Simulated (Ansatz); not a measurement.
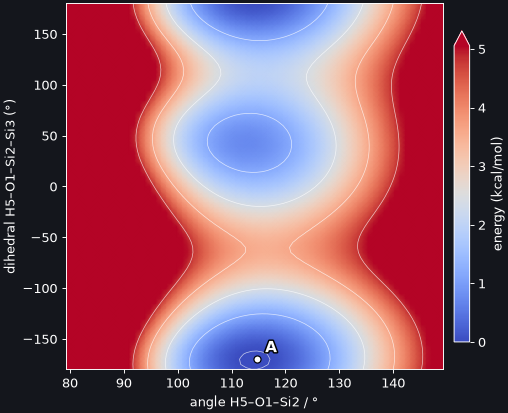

H7OSi3, SMILES O[Si]([SiH3])[SiH3], spin multiplicity 2. Coordinates scanned: (1) angle H5–O1–Si2; (2) dihedral H5–O1–Si2–Si3. Nothing is relaxed (all other coordinates rigid). The grid has 15 × 15 points. Points are written as (first, second). Energies: kcal/mol, counted from the lowest grid point. All numbers below come from UKS PBE-D4/def2-SVP (Ansatz).

Drawn: a smooth colour map with a few white contour lines, one colour for all values above the top of the scale, the point A. Between grid points the surface is interpolated.

Question: What is the easiest way out of the well at A, and how high is the barrier?

Answer: The easiest path leads from the well at about (115°, −170°) to the well at about (113°, 45°), about 0.8 kcal/mol higher. Its highest point lies about 2 kcal/mol above the bottom of the first well on the interpolated surface, at about (116°, 110°). Seen from the upper well the barrier is about 1.2 kcal/mol. The start is the relaxed structure and all else is held, so a fully relaxed path at this level can only be lower.

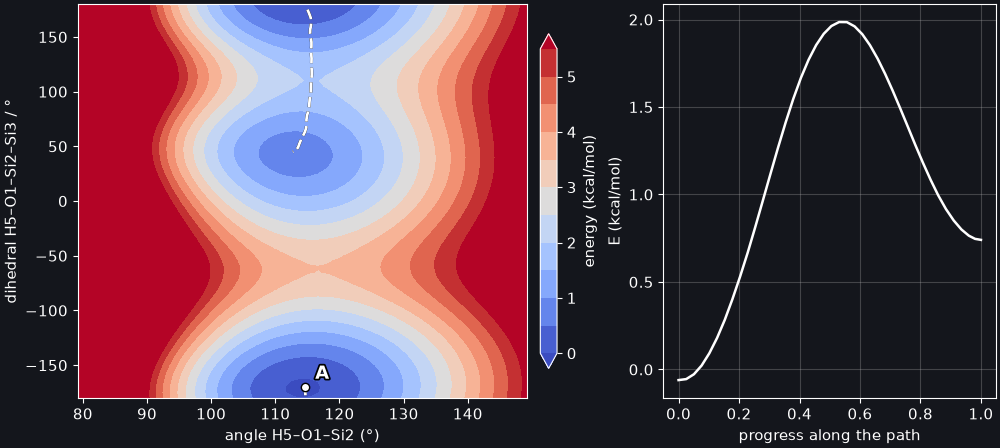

The picture shows filled contours, a line along the lowest path, one colour for all values above the top of the scale, the energy along the path at the right. Between grid points the surface is interpolated.
